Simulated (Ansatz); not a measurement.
```xyz
10

F     1.3323   -2.4060   -0.3738
Sn    0.8482   -1.7706    1.4043
O    -1.0763   -1.1521    0.6378
C    -1.2930   -0.1710   -0.1282
C    -0.4173    0.8536   -0.4683
C     0.8675    0.9935    0.0436
O     1.4715    0.2212    0.8406
H    -2.3030   -0.1255   -0.5542
H    -0.7762    1.6191   -1.1423
H     1.4294    1.8866   -0.2568
```

Geometry: PBE0-D4/def2-TZVP; core potentials replace the inner electrons of Sn.

Theory: Ansatz 0.2.0, RKS PBE0-D4/def2-TZVPP.

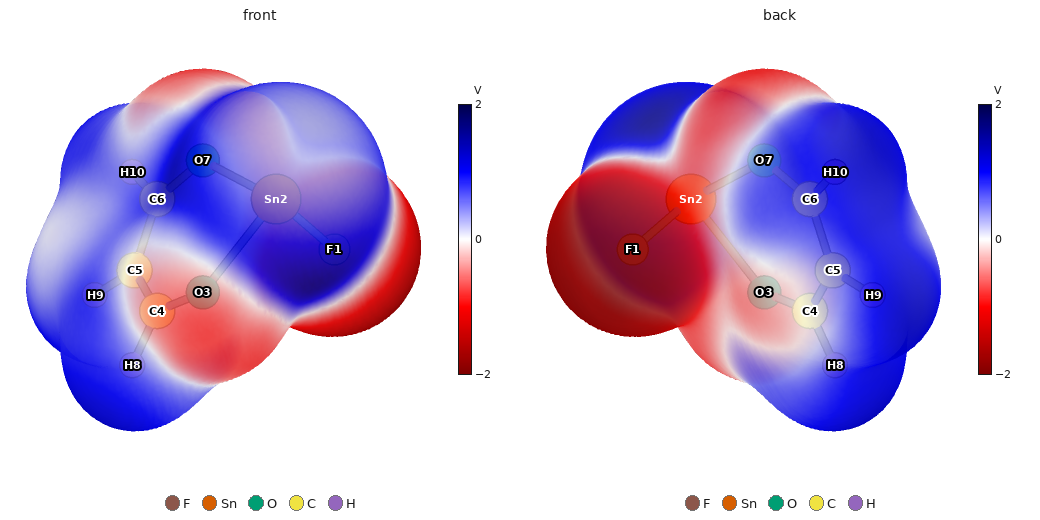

C3H3FO2Sn (SMILES [F][Sn-]1[O]C=CC=[O+]1). The electrostatic potential painted on the density surface at 0.002 e/bohr³, seen from the front and from behind; the colour scale runs from red (negative) to blue (positive).

Question: Describe the electrostatic potential map.

Answer: The most negative region (about −1.9 V) lies over F1, the most positive (about +1.6 V) over Sn2.
